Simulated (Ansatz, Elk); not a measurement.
# Cr2Mo: X-ray structure factors from the self-consistent density

Structure refinements treat a crystal as free atoms side by side. For a made-up structure of Cr2Mo (cell and positions from a PBE relaxation) the runs below show what the calculated density changes in F(hkl).

Program: Elk 11.2.3 (patched build). Level of theory: DFT, PBE, all-electron APW+lo, Dirac cores, scalar-relativistic bands, static density, no spin. Results are calculated unless marked as measured.

The structure was built from a prototype and need not be the compound's stable phase.

**1. The starting structure**

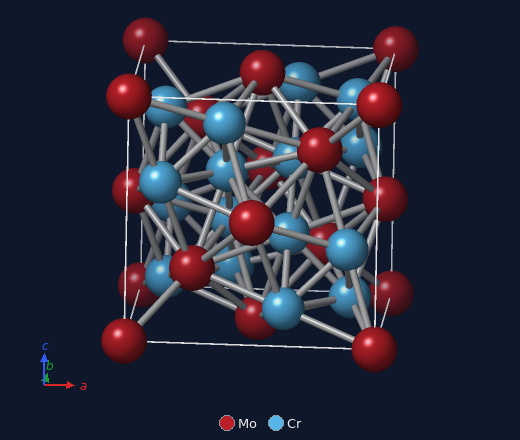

The starting structure, seen slightly off an axis (molybdenum red, chromium blue). This picture shows the conventional cell, with its axes. Some periodic images of atoms are drawn too.

Structure file:

```cif
data_structure
_symmetry_space_group_name_H-M 'P 1'
_symmetry_Int_Tables_number 1
_cell_length_a 4.8115
_cell_length_b 4.8115
_cell_length_c 4.8115
_cell_angle_alpha 60.000
_cell_angle_beta 60.000
_cell_angle_gamma 60.000
_cell_volume 78.76
loop_
_atom_site_label
_atom_site_type_symbol
_atom_site_fract_x
_atom_site_fract_y
_atom_site_fract_z
_atom_site_occupancy
Mo1 Mo 0.50000 0.50000 0.50000 1
Mo2 Mo 0.75000 0.75000 0.75000 1
Cr3 Cr 0.62500 0.12500 0.12500 1
Cr4 Cr 0.12500 0.12500 0.12500 1
Cr5 Cr 0.12500 0.62500 0.12500 1
Cr6 Cr 0.12500 0.12500 0.62500 1
```

**2. Ground state and structure factors**

An all-electron density is needed, since X-rays see the cores too. Task 0 finds the density and task 195 Fourier-transforms it; tshift is off so that phases refer to the origin typed.

elk.in

```
tasks
  0
  195

xctype
  20

spinpol
  .false.

rgkmax
  7.0

gmaxvr
  14.0

lmaxo
  7

lmaxapw
  8

swidth
  0.002

tshift
  .false.

ramdisk
  .false.

hmaxvr
  5.5

maxscl
  120

epspot
  1e-06

sppath
  './'

avec
  -0.00000000000 6.42930079383 6.42930079383
  6.42930079383 -0.00000000000 6.42930079383
  6.42930079383 6.42930079383 -0.00000000000

atoms
  2
  'Mo.in'
  2
  0.5000000000 0.5000000000 0.5000000000   0.000000 0.000000 0.000000
  0.7500000000 0.7500000000 0.7500000000   0.000000 0.000000 0.000000
  'Cr.in'
  4
  0.6250000000 0.1250000000 0.1250000000   0.000000 0.000000 0.000000
  0.1250000000 0.1250000000 0.1250000000   0.000000 0.000000 0.000000
  0.1250000000 0.6250000000 0.1250000000   0.000000 0.000000 0.000000
  0.1250000000 0.1250000000 0.6250000000   0.000000 0.000000 0.000000

ngridk
  6 6 6
```

On the command line:

```sh
OMP_NUM_THREADS=4 elk
```

Numbers of over 12 decimals in the logs are rounded to 6 here.

The program printed:

```text
┌─────────────────────────┐
│ Elk code version 11.2.3 │
└─────────────────────────┘

All units are atomic (Hartree, Bohr, etc.)

┌─────────────────────────────────────────────────┐
│ Ground-state run starting from atomic densities │
└─────────────────────────────────────────────────┘

Lattice vectors :
  -0.000000000       6.429300794       6.429300794
   6.429300794      -0.000000000       6.429300794
   6.429300794       6.429300794      -0.000000000

Reciprocal lattice vectors :
 -0.4886367514      0.4886367514      0.4886367514
  0.4886367514     -0.4886367514      0.4886367514
  0.4886367514      0.4886367514     -0.4886367514

Unit cell volume      :    531.5219812
Brillouin zone volume :   0.4666791256

Muffin-tin inner radius fraction :   0.1000000000E-01

Nuclei treated as point charges

Species : 1 (Mo)
 parameters loaded from : Mo.in
 name : molybdenum
 nuclear charge    :   -42.00000000
 electronic charge :    42.00000000
 atomic mass :    174887.9214
 muffin-tin radius :    2.600000000
 number of radial points in muffin-tin :   1193
 inner part over the whole radius :   0.9897744308E-02
 number on inner part of muffin-tin    :    848
 approximate nuclear radius :   0.8334154960E-04
 number of mesh points to nuclear radius :    419
 atomic positions (lattice), magnetic fields (Cartesian) :
  1 :   0.50000000  0.50000000  0.50000000    0.00000000  0.00000000  0.00000000
  2 :  -0.25000000 -0.25000000 -0.25000000    0.00000000  0.00000000  0.00000000

Species : 2 (Cr)
 parameters loaded from : Cr.in
 name : chromium
 nuclear charge    :   -24.00000000
 electronic charge :    24.00000000
 atomic mass :    94783.09202
 muffin-tin radius :    2.248101095
 number of radial points in muffin-tin :    993
 inner part over the whole radius :   0.9894642979E-02
 number on inner part of muffin-tin    :    698
 approximate nuclear radius :   0.6987106690E-04
 number of mesh points to nuclear radius :    330
 atomic positions (lattice), magnetic fields (Cartesian) :
  1 :  -0.37500000  0.12500000  0.12500000    0.00000000  0.00000000  0.00000000
  2 :   0.12500000  0.12500000  0.12500000    0.00000000  0.00000000  0.00000000
  3 :   0.12500000 -0.37500000  0.12500000    0.00000000  0.00000000  0.00000000
  4 :   0.12500000  0.12500000 -0.37500000    0.00000000  0.00000000  0.00000000

Total number of atoms per unit cell :    6
Total muffin-tin volume :    337.6133022
 ratio of muffin-tin to unit cell volume :   0.6351822015

Spin treatment :
 spin-unpolarised

Number of Bravais lattice symmetries :   48
Number of crystal symmetries         :   48
Crystal has no inversion symmetry
Complex Hermitian eigensolver will be used

k-point grid :      6     6     6
k-point offset :    0.000000000       0.000000000       0.000000000
k-point set is reduced with full crystal symmetry group
Total number of k-points :       16

Muffin-tin radius times maximum |G+k| :    7.000000000
 using average radius
Maximum |G+k| for APW functions       :    2.959329433
Maximum (1/2)|G+k|²                   :    4.378815346
Maximum |G| for potential and density :    14.00000000
Constant for pseudocharge density :    9
 order of it for each species :   16  16
 order of it for pair densities of each species (exact exchange by exxq0 0: 17) :   12   8
Radial integration step length :    1

G-vector grid sizes :     42    42    42
Number of G-vectors :    24693

Maximum angular momentum used for
 APW functions            :    8
 outer part of muffin-tin :    7
 inner part of muffin-tin :    2

Total nuclear charge    :   -180.0000000
Total core charge       :    96.00000000
Total valence charge    :    84.00000000
Total excess charge     :    0.000000000
Total electronic charge :    180.0000000

Effective Wigner radius, rₛ :   0.8899932341

Number of empty states         :     24
Total number of valence states :     67
Total number of core states    :     96

Third-order local-orbitals added for an l without core states : T
Total number of local-orbitals :    128

[...]
electron-nuclear            :     -26035.893326118
 Hartree                     :      3380.7681793278
 Madelung                    :     -14816.201727909
 xc potential                :     -541.74733507737
 exchange                    :     -431.80084548811
 correlation                 :     -8.819352
 electron entropic           :    -0.37205093864069E-02
 total energy                :     -12303.801366739

Density of states at Fermi energy :    300.5338705
 (states/Hartree/unit cell)

Estimated indirect band gap :   0.8426066722E-03
 from k-point 5 to k-point 2
Estimated direct band gap   :   0.2537943596E-02
 at k-point 8

Charges :
 core                        :    96.00000000
 valence                     :    84.00000000
 interstitial                :    9.914802910
 muffin-tins (core leakage)
  species : 1 (Mo)
[...]
species : 2 (Cr)
[...]
total in muffin-tins        :    170.0851971
 total calculated charge     :    179.9996198
 total charge                :    180.0000000
 error                       :   0.3802085809E-03

RMS change in Kohn-Sham potential (target) :   0.3170528502     (  0.1000000000E-05)
Absolute change in total energy (target)   :   0.3576239333E-01 (  0.1000000000E-03)

[... loops 3 to 16 left out ...]

┌──────────────────┐
│ Loop number : 17 │
└──────────────────┘

Energies :
 Fermi                       :     0.412033
 sum of occupied eigenvalues :     -7249.1979544206
 electron kinetic            :      12648.715032968
 core electron kinetic       :      12055.285054658
 Coulomb                     :     -24508.422024231
 Coulomb potential           :     -19321.761991974
 nuclear-nuclear             :     -1829.2519412487
 electron-nuclear            :     -26099.796228873
 Hartree                     :      3420.6261458906
 Madelung                    :     -14847.541028244
 xc potential                :     -576.15099541524
 exchange                    :     -434.18034993111
 correlation                 :     -8.798760
 electron entropic           :    -0.36250772230540E-02
 total energy                :     -12302.689726119

Density of states at Fermi energy :    285.7098534
 (states/Hartree/unit cell)

Estimated indirect band gap :   0.3103093432E-03
 from k-point 6 to k-point 4
Estimated direct band gap   :   0.5385987132E-02
 at k-point 3

Charges :
 core                        :    96.00000000
 valence                     :    84.00000000
 interstitial                :    8.397027068
 muffin-tins (core leakage)
  species : 1 (Mo)
[...]
species : 2 (Cr)
[...]
total in muffin-tins        :    171.6029729
 total calculated charge     :    179.9996967
 total charge                :    180.0000000
 error                       :   0.3033212950E-03

RMS change in Kohn-Sham potential (target) :   0.3102215220E-06 (  0.1000000000E-05)
Absolute change in total energy (target)   :   0.8509011604E-04 (  0.1000000000E-03)

Convergence targets achieved

┌──────────────────┐
│ Loop number : 18 │
└──────────────────┘

Energies :
 Fermi                       :     0.412033
 sum of occupied eigenvalues :     -7249.1979668192
 electron kinetic            :      12648.715022715
 core electron kinetic       :      12055.285046635
 Coulomb                     :     -24508.422021669
 Coulomb potential           :     -19321.761995468
 nuclear-nuclear             :     -1829.2519412487
 electron-nuclear            :     -26099.796225243
 Hartree                     :      3420.6261448234
 Madelung                    :     -14847.541023935
 xc potential                :     -576.15099406683
 exchange                    :     -434.18034992412
 correlation                 :     -8.798760
 electron entropic           :    -0.36250774116226E-02
 total energy                :     -12302.689733740

Density of states at Fermi energy :    285.7098726
 (states/Hartree/unit cell)

Estimated indirect band gap :   0.3102958466E-03
 from k-point 6 to k-point 4
Estimated direct band gap   :   0.5385984474E-02
 at k-point 3

Charges :
 core                        :    96.00000000
 valence                     :    84.00000000
 interstitial                :    8.397025862
 muffin-tins (core leakage)
  species : 1 (Mo)
[...]
species : 2 (Cr)
[...]
atom 2                    :    22.65284443     ( -0.2196470987E-06)
   atom 3                    :    22.65284443     ( -0.2196470987E-06)
   atom 4                    :    22.65284443     ( -0.2196470987E-06)
 total in muffin-tins        :    171.6029741
 total calculated charge     :    179.9996967
 total charge                :    180.0000000
 error                       :   0.3033213457E-03

┌──────────────────────────────┐
│ Self-consistent loop stopped │
└──────────────────────────────┘

Wrote STATE.OUT
```

The job ended after 35 s (4 threads of Arm Neoverse V1, shared host; peak memory 0.23 GiB; 1.7 min of CPU time).

SFACRHO.OUT:

```text

h k l indices transformed by vhmat matrix:
   1.000000000       0.000000000       0.000000000    
   0.000000000       1.000000000       0.000000000    
   0.000000000       0.000000000       1.000000000    

      h      k      l  multipl.   |H|            Re(F)            Im(F)           |F|

      0      0      0      1   0.0000000       180.00000      0.83418116E-17   180.00000    
      0      1      0      4  0.84634368      -7.7118595      -7.7118595       10.906216    
      0      0     -1      4  0.84634368      -7.7118595       7.7118595       10.906216    
      0     -1     -1      6  0.97727350      0.86980640E-14  0.73763493E-14  0.11404685E-13
      2      1      1     12   1.3820734       65.033375     -0.41996731E-14   65.033375    
      0     -1     -2     12   1.6206248      -53.866433      -53.866433       76.178640    
     -1     -1      1     12   1.6206248      -53.866433       53.866433       76.178640    
     -2      0      0      4   1.6926874     -0.10554564E-13  -64.190981       64.190981    
      0      0      2      4   1.6926874     -0.33278992E-14   64.190981       64.190981    
      0      2      2      6   1.9545470      -2.3615371     -0.13513015E-13   2.3615371    
     -1      2      0     12   2.1299182      -7.4864562      -7.4864562       10.587448    
      0      1     -2     12   2.1299182      -7.4864562       7.4864562       10.587448    
     -1     -2     -3     24   2.1852500     -0.40635991E-15  0.29505397E-13  0.29508195E-13
      2      3      3     12   2.3938214       52.135911     -0.25407489E-13   52.135911    
     -3     -2     -3     12   2.3938214       52.135911      0.13732645E-13   52.135911    
      3      1      3     12   2.5390310      -43.248592       43.248592       61.162745    
      3      0      2     12   2.5390310      -43.248592      -43.248592       61.162745    
      0      3      0      4   2.5390310      -43.399181       43.399181       61.375710
```

Elk indexes on the primitive cell of elk.in and gives |H| = 4π sin θ/λ in inverse bohr. Below, one row stands for each form hkl of the conventional cell (m members, Friedel mates merged), F is for one primitive cell and the density is static (no thermal factor). Free-atom factors are Waasmaier and Kirfel's, and R is Σm||F|−|F'||/Σm|F|.

| hkl | m | sin θ/λ (Å⁻¹) | abs F, DFT | neutral atoms | diff. | abs of complex diff. |
| --- | --- | --- | --- | --- | --- | --- |
| 111 | 8 | 0.127 | 10.906 | 10.899 | +0.008 | 0.008 |
| 200 | 6 | 0.147 | 0.000 | 0.000 | +0.000 | 0.000 |
| 220 | 12 | 0.208 | 65.033 | 65.552 | -0.519 | 0.519 |
| 311 | 24 | 0.244 | 76.179 | 77.373 | -1.195 | 1.195 |
| 222 | 8 | 0.255 | 64.191 | 65.642 | -1.451 | 1.451 |
| 400 | 6 | 0.294 | 2.361 | 3.235 | -0.873 | 0.873 |
| 331 | 24 | 0.320 | 10.588 | 10.263 | +0.324 | 0.324 |
| 420 | 24 | 0.329 | 0.000 | 0.000 | +0.000 | 0.000 |
| 422 | 24 | 0.360 | 52.136 | 51.995 | +0.141 | 0.141 |
| 511 | 24 | 0.382 | 61.163 | 61.007 | +0.156 | 0.156 |
| 333 | 8 | 0.382 | 61.376 | 61.007 | +0.369 | 0.369 |
| 440 | 12 | 0.416 | 96.130 | 95.650 | +0.480 | 0.480 |
| 531 | 48 | 0.435 | 10.459 | 10.377 | +0.081 | 0.081 |
| 442 | 24 | 0.441 | 0.022 | 0.000 | +0.022 | 0.022 |
| 600 | 6 | 0.441 | 0.000 | 0.000 | +0.000 | 0.000 |
| 620 | 24 | 0.465 | 45.589 | 45.358 | +0.231 | 0.231 |
| 533 | 24 | 0.482 | 52.774 | 52.449 | +0.325 | 0.325 |
| 622 | 24 | 0.487 | 41.856 | 41.609 | +0.247 | 0.247 |
| 444 | 8 | 0.509 | 2.765 | 3.027 | -0.262 | 0.262 |
| 551 | 24 | 0.525 | 10.320 | 10.442 | -0.122 | 0.122 |
| 711 | 24 | 0.525 | 10.391 | 10.442 | -0.051 | 0.051 |
| 640 | 24 | 0.530 | 0.000 | 0.000 | +0.000 | 0.000 |

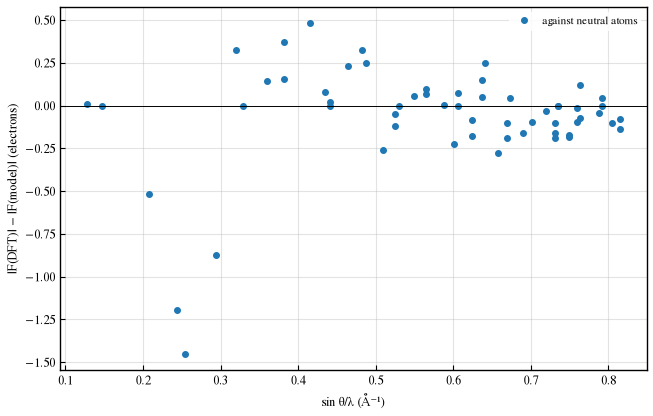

Difference between the calculated structure factors and the independent-atom ones.

**3. The highest occupied states alone**

An energy window below the Fermi level keeps the highest occupied states, to see at which angles they scatter; shallow core shells can lie inside it and anion s states outside. No new self-consistency is needed.

Edit elk.in of step 2 so:

```diff
@@ -1,3 +1,2 @@
 tasks
-  0
   195
@@ -40,2 +39,5 @@
 
+wsfac
+  0.044540 0.712030
+
 sppath
```

On the command line:

```sh
OMP_NUM_THREADS=4 elk
```

The program printed:

```text
┌─────────────────────────────────┐
│ Elk code version 11.2.3 started │
└─────────────────────────────────┘

Info(readinput): the functional depends on the density's gradient
 muffin-tin radial points multiplied by    2.00000
 (not where nrmtscf is given)

┌────────────────────┐
│ Current task : 195 │
└────────────────────┘
Info(checkmt): changed muffin-tin radius of species 2 (Cr) from   2.4000 to   2.2481

Info(sfacrho): density structure factors written to SFACRHO.OUT

 Energy window :   0.4454000000E-01  0.7120300000

┌──────────────────┐
│ Elk code stopped │
└──────────────────┘
```

Wall time 10 s (4 threads); peak memory 0.16 GiB; 13 s of CPU time.

States within 10 eV below the Fermi level hold 36.00 electrons; any levels below the window count with the cores. Their amplitudes can exceed the total, where window and core parts have opposite phase:

| hkl | sin θ/λ (Å⁻¹) | abs F, window | abs F, all |
| --- | --- | --- | --- |
| 111 | 0.127 | 3.341 | 10.906 |
| 200 | 0.147 | 0.000 | 0.000 |
| 220 | 0.208 | 2.133 | 65.033 |
| 311 | 0.244 | 4.054 | 76.179 |
| 222 | 0.255 | 6.085 | 64.191 |
| 400 | 0.294 | 4.204 | 2.361 |
| 331 | 0.320 | 1.827 | 10.588 |
| 420 | 0.329 | 0.000 | 0.000 |
| 422 | 0.360 | 0.217 | 52.136 |
| 511 | 0.382 | 1.725 | 61.163 |

**4. Another functional**

The difference from free atoms is small, so it is set against the change that PBEsol makes.

Edit elk.in of step 3 so:

```diff
@@ -1,2 +1,3 @@
 tasks
+  0
   195
@@ -4,3 +5,3 @@
 xctype
-  20
+  22
 
@@ -39,5 +40,2 @@
 
-wsfac
-  0.044540 0.712030
-
 sppath
```

On the command line:

```sh
OMP_NUM_THREADS=4 elk
```

The program printed:

```text
┌─────────────────────────┐
│ Elk code version 11.2.3 │
└─────────────────────────┘

All units are atomic (Hartree, Bohr, etc.)

┌─────────────────────────────────────────────────┐
│ Ground-state run starting from atomic densities │
└─────────────────────────────────────────────────┘

Lattice vectors :
  -0.000000000       6.429300794       6.429300794
   6.429300794      -0.000000000       6.429300794
   6.429300794       6.429300794      -0.000000000

Reciprocal lattice vectors :
 -0.4886367514      0.4886367514      0.4886367514
[...]
valence                     :    84.00000000
 interstitial                :    8.398887605
 muffin-tins (core leakage)
  species : 1 (Mo)
[...]
species : 2 (Cr)
[...]
atom 3                    :    22.65315715     ( -0.2196445497E-06)
   atom 4                    :    22.65315715     ( -0.2196445497E-06)
 total in muffin-tins        :    171.6011124
 total calculated charge     :    179.9996984
 total charge                :    180.0000000
 error                       :   0.3016455050E-03

┌──────────────────────────────┐
│ Self-consistent loop stopped │
└──────────────────────────────┘

Wrote STATE.OUT
[key lines of the parts left out:]
total energy                :     -12294.188268165
```

Run time: 37 s. Hardware: 4 threads; peak memory 0.23 GiB; 1.8 min of CPU time.

Against the first run R = 0.02 %; the largest change is -0.032 at 222.

**5. Basis size**

A smaller basis shows how fast F responds to it; the change is likely larger than the basis error of the first run, but doesn't show convergence.

Edit elk.in of step 4 so:

```diff
@@ -5,3 +5,3 @@
 xctype
-  22
+  20
 
@@ -11,3 +11,3 @@
 rgkmax
-  7.0
+  5.5
```

On the command line:

```sh
OMP_NUM_THREADS=4 elk
```

The program printed:

```text
┌─────────────────────────┐
│ Elk code version 11.2.3 │
└─────────────────────────┘

All units are atomic (Hartree, Bohr, etc.)

┌─────────────────────────────────────────────────┐
│ Ground-state run starting from atomic densities │
└─────────────────────────────────────────────────┘

Lattice vectors :
  -0.000000000       6.429300794       6.429300794
   6.429300794      -0.000000000       6.429300794
   6.429300794       6.429300794      -0.000000000

Reciprocal lattice vectors :
 -0.4886367514      0.4886367514      0.4886367514
[...]
valence                     :    84.00000000
 interstitial                :    8.770272921
 muffin-tins (core leakage)
  species : 1 (Mo)
[...]
species : 2 (Cr)
[...]
atom 3                    :    22.58716374     ( -0.2196461359E-06)
   atom 4                    :    22.58716374     ( -0.2196461359E-06)
 total in muffin-tins        :    171.2297271
 total calculated charge     :    179.9993599
 total charge                :    180.0000000
 error                       :   0.6401033149E-03

┌──────────────────────────────┐
│ Self-consistent loop stopped │
└──────────────────────────────┘

Wrote STATE.OUT
[key lines of the parts left out:]
total energy                :     -12302.434604516
```

The job ended after 31 s (4 threads; peak memory 0.21 GiB).

Against the first run R = 0.06 %; the largest change is +0.147 at 440.

**6. Settings against the effect**

| run | R against the first run (%) | R against neutral atoms, low angle (%) | wall time |
| --- | --- | --- | --- |
| PBE, rgkmax 7 | 0.00 | 1.61 | 35 s |
| PBEsol | 0.02 | 1.64 | 37 s |
| rgkmax 5.5 | 0.06 | 1.70 | 31 s |

**7. What came out**

```json
{"R against neutral atoms, sin θ/λ < 0.3 Å⁻¹": "1.61 %", "R against neutral atoms, 0.3 to 0.81 Å⁻¹": "0.45 %"}
```

In words: Independent neutral atoms miss the calculated amplitudes by R = 1.61 % below 0.3 Å⁻¹ and 0.45 % from there to 0.81 Å⁻¹; by shells, 0.07 % below 0.15 Å⁻¹ (1 form), 1.65 % 0.15 to 0.3 (4 forms), 0.55 % 0.3 to 0.45 (7 forms), 0.43 % above 0.45 (38 forms). Bonding, aspherical density and the tables' own atoms all enter these figures, and the runs don't part them. The largest change of an amplitude is -1.45 electrons, at 222. Weak lines can change much in proportion: 400 goes from 3.23 to 2.36. The window's part falls from 36.0 electrons at the origin to at most 1.63 between 0.45 and 0.81 Å⁻¹, where compact states inside the window still scatter. Below 0.3 Å⁻¹ the changes that finished (PBEsol and rgkmax 5.5) move F by R = 0.09 % at most, against the 1.61 % that separates it from free atoms. The k-mesh has no finished test. These runs have no spin, though d or f shells may be open. Part of the difference isn't bonding: the tables are fits to free atoms and ions calculated by other methods than this functional. Thermal motion, anomalous dispersion and extinction are left out.

[Logs are printed without paths, hosts, clocks, repeated set-up lines and the standing remarks that a program may print on its own settings, such as how far it seeks lower states.]

[Hosts, paths, dates, database ids (printed as entryN), source tags and the programs' standing remarks are cut or masked in the printed files.]
